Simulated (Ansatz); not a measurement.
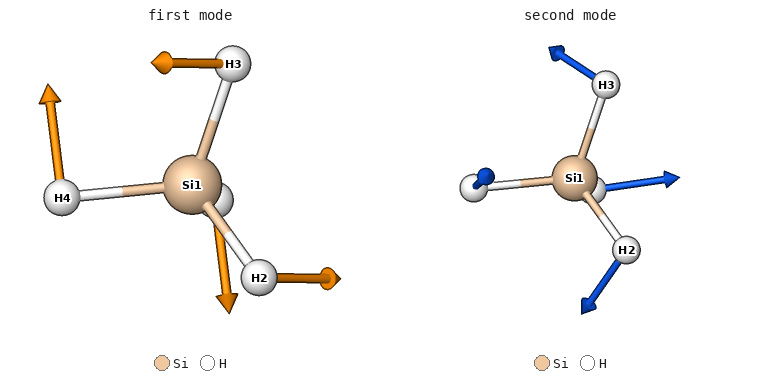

The system is H4Si, charge +1, spin multiplicity 2; the picture shows the reference structure; its two panels give the patterns of the first and the second mode as arrows. First axis: normal mode 4 (940 cm⁻¹, of the parent). Second axis: normal mode 5 (940 cm⁻¹, of the parent). Nothing is relaxed (straight displacements along the two mass-weighted modes). The scan uses a 15 × 15 grid; 120 points were computed and 105 follow by symmetry. Points are written as (first, second). Energies are in eV, from the lowest grid point. Energies and slopes of some neighbouring points disagree (a jump in structure or state, or too coarse a mesh). Near the degeneracy a single determinant is a rough description. Computed with UKS PBE-D4/def2-TZVP (Ansatz 0.2.0).

Its coordinates:

| atom | x (Å) | y (Å) | z (Å) |
| --- | --- | --- | --- |
| Si | 0.0000 | 0.0000 | 0.0000 |
| H | 0.0117 | -0.0199 | 1.4933 |
| H | 1.4041 | 0.0116 | -0.5087 |
| H | -0.7121 | 1.2234 | -0.4760 |
| H | -0.7037 | -1.2151 | -0.5085 |

Range: normal mode 4 (940 cm⁻¹, of the parent) from −1.004 to 1.004 amu½·Å; normal mode 5 (940 cm⁻¹, of the parent) from −1.004 to 1.004 amu½·Å.

> What landscape does the calculation give?

The lowest grid point is at (0.000 amu½·Å, 0.717 amu½·Å). Other grid points that lie below all their neighbours: (−0.574 amu½·Å, −0.287 amu½·Å) (0.0036 eV higher); (0.574 amu½·Å, −0.287 amu½·Å) (0.0036 eV higher). The highest grid point, (−1.004 amu½·Å, 1.004 amu½·Å), lies 1.82 eV above the lowest.

| second ↓, first → | −1.004 | −0.861 | −0.717 | −0.574 | −0.430 | −0.287 | −0.143 | 0.000 | 0.143 | 0.287 | 0.430 | 0.574 | 0.717 | 0.861 | 1.004 |
| --- | --- | --- | --- | --- | --- | --- | --- | --- | --- | --- | --- | --- | --- | --- | --- |
| 1.004 | 1.82 | 1.36 | 0.98 | 0.67 | 0.43 | 0.27 | 0.17 | 0.14 | 0.17 | 0.27 | 0.43 | 0.67 | 0.98 | 1.36 | 1.82 |
| 0.861 | 1.64 | 1.20 | 0.84 | 0.54 | 0.32 | 0.16 | 0.07 | 0.04 | 0.07 | 0.16 | 0.32 | 0.54 | 0.84 | 1.20 | 1.64 |
| 0.717 | 1.51 | 1.09 | 0.75 | 0.47 | 0.26 | 0.11 | 0.03 | 0.00 | 0.03 | 0.11 | 0.26 | 0.47 | 0.75 | 1.09 | 1.51 |
| 0.574 | 1.42 | 1.03 | 0.71 | 0.45 | 0.26 | 0.12 | 0.04 | 0.02 | 0.04 | 0.12 | 0.26 | 0.45 | 0.71 | 1.03 | 1.42 |
| 0.430 | 1.10 | 0.89 | 0.73 | 0.49 | 0.31 | 0.18 | 0.11 | 0.09 | 0.11 | 0.18 | 0.31 | 0.49 | 0.73 | 0.89 | 1.10 |
| 0.287 | 0.82 | 0.64 | 0.52 | 0.48 | 0.41 | 0.30 | 0.23 | 0.21 | 0.23 | 0.30 | 0.41 | 0.48 | 0.52 | 0.64 | 0.82 |
| 0.143 | 0.60 | 0.43 | 0.33 | 0.29 | 0.32 | 0.41 | 0.40 | 0.39 | 0.40 | 0.41 | 0.32 | 0.29 | 0.33 | 0.43 | 0.60 |
| 0.000 | 0.43 | 0.27 | 0.18 | 0.15 | 0.18 | 0.27 | 0.42 | 0.61 | 0.42 | 0.27 | 0.18 | 0.15 | 0.18 | 0.27 | 0.43 |
| −0.143 | 0.31 | 0.16 | 0.07 | 0.05 | 0.09 | 0.18 | 0.32 | 0.51 | 0.32 | 0.18 | 0.09 | 0.05 | 0.07 | 0.16 | 0.31 |
| −0.287 | 0.25 | 0.10 | 0.02 | 0.00 | 0.04 | 0.13 | 0.26 | 0.44 | 0.26 | 0.13 | 0.04 | 0.00 | 0.02 | 0.10 | 0.25 |
| −0.430 | 0.24 | 0.11 | 0.03 | 0.01 | 0.04 | 0.13 | 0.26 | 0.43 | 0.26 | 0.13 | 0.04 | 0.01 | 0.03 | 0.11 | 0.24 |
| −0.574 | 0.30 | 0.17 | 0.09 | 0.07 | 0.11 | 0.19 | 0.31 | 0.48 | 0.31 | 0.19 | 0.11 | 0.07 | 0.09 | 0.17 | 0.30 |
| −0.717 | 0.42 | 0.29 | 0.22 | 0.20 | 0.23 | 0.31 | 0.43 | 0.59 | 0.43 | 0.31 | 0.23 | 0.20 | 0.22 | 0.29 | 0.42 |
| −0.861 | 0.61 | 0.49 | 0.42 | 0.41 | 0.43 | 0.51 | 0.62 | 0.78 | 0.62 | 0.51 | 0.43 | 0.41 | 0.42 | 0.49 | 0.61 |
| −1.004 | 0.87 | 0.76 | 0.70 | 0.68 | 0.71 | 0.78 | 0.89 | 1.05 | 0.89 | 0.78 | 0.71 | 0.68 | 0.70 | 0.76 | 0.87 |

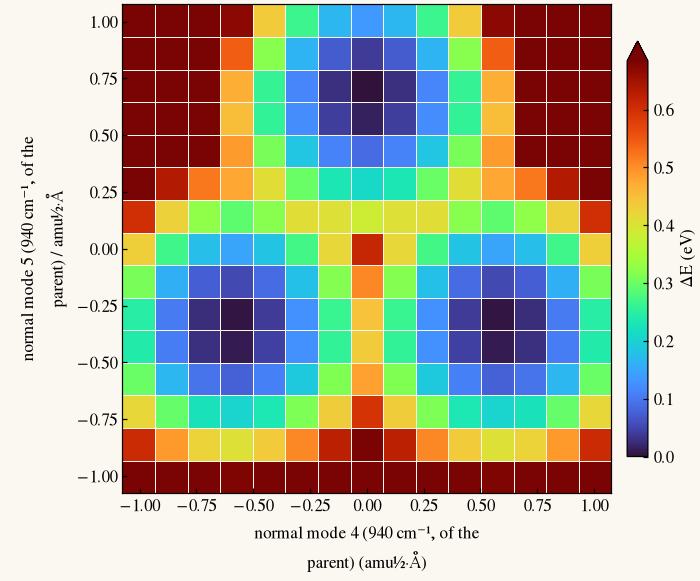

The picture shows one coloured cell a grid point, one colour for all values above the top of the scale.

Each point was launched as `ansatz run input.yaml --threads 1 --pin off --max-ram 2560MiB --backend cpu --events-out ev --progress --plain --runs-dir out`. The whole map (120 points run) took 4.7 min on 1 thread of Arm Neoverse V2 (shared host).
